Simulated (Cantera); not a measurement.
Charge: 1 mol SiCl4, 2.9 mol NH3, 3.1 mol H2, held at 38.0 mbar.

Cantera equilibrium calculation (NASA polynomials, part measured and part estimated; ideal gas, pure solids and liquids). Candidate condensed phases: NH4Cl, Si, Si3N4; 28 gas species. The tables' values for SiCl3, SiCl, SiN are old estimates; treat these amounts as uncertain. Gases not in the tables: Si2H6 and higher silanes. Rates play no part.

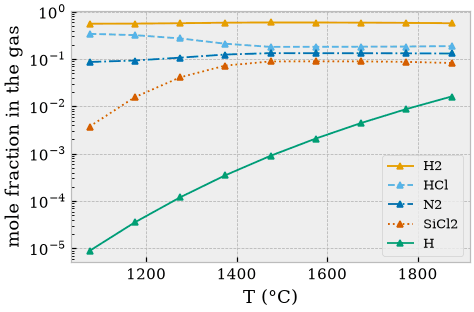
Equilibrium gas composition (values under 1e-9 drawn at 1e-9)

Task: Read off the mole fractions at 1775 °C.

Result: H2 about 0.58, HCl about 0.18, N2 about 0.13, SiCl2 about 0.087, H about 0.0088.
